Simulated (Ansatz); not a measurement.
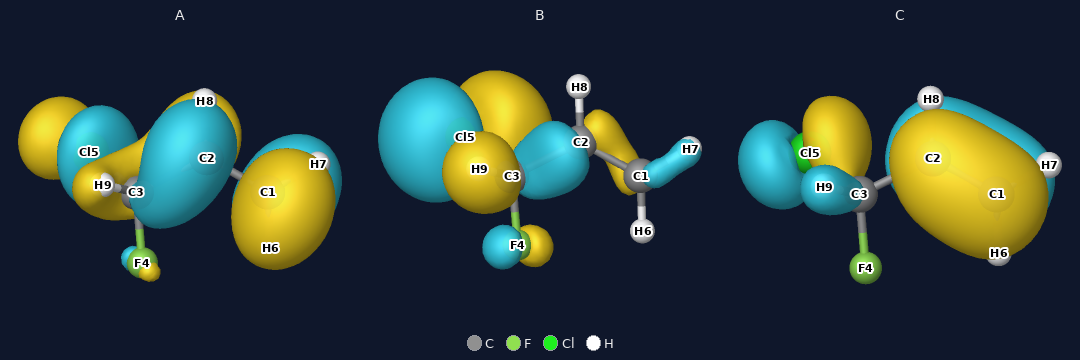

*C3H4ClF. Three frontier orbitals at ±0.1 Å⁻³ᐟ² (yellow and cyan are the two phases), in no order.*

Geometry: PBE0-D4/def2-TZVP.

All numbers below come from RKS PBE0-D4/def2-TZVPP in Ansatz.

```yaml
atoms:
  - { symbol: C, position_ang: [0.2035, 0.4909, 1.3138] }
  - { symbol: C, position_ang: [-0.4848, -0.0252, 0.3092] }
  - { symbol: C, position_ang: [0.1300, -0.4553, -0.9729] }
  - { symbol: F, position_ang: [1.4716, -0.2620, -0.9834] }
  - { symbol: Cl, position_ang: [-0.5930, 0.4603, -2.3321] }
  - { symbol: H, position_ang: [1.2748, 0.6360, 1.2489] }
  - { symbol: H, position_ang: [-0.2902, 0.7851, 2.2315] }
  - { symbol: H, position_ang: [-1.5585, -0.1700, 0.3671] }
  - { symbol: H, position_ang: [-0.0648, -1.5059, -1.1992] }
```

**Order the three orbitals by energy and name them.**

B is the HOMO−1 (−8.78 eV). By Hirshfeld shares it lies mainly on Cl5 (about 75 %) and C3 (about 10 %); largely a lone pair of Cl5. C is the HOMO (−8.20 eV). Its weight (Hirshfeld) is mainly on C1 (about 40 %), C2 (about 35 %) and Cl5 (about 15 %); π-bonding across C1–C2. A is the LUMO (−0.66 eV). Its weight (Hirshfeld) is mainly on C1 (about 35 %), C2 (about 25 %), Cl5 (about 15 %) and C3 (about 10 %).

**What is the HOMO–LUMO gap?**

7.54 eV between the orbital energies.
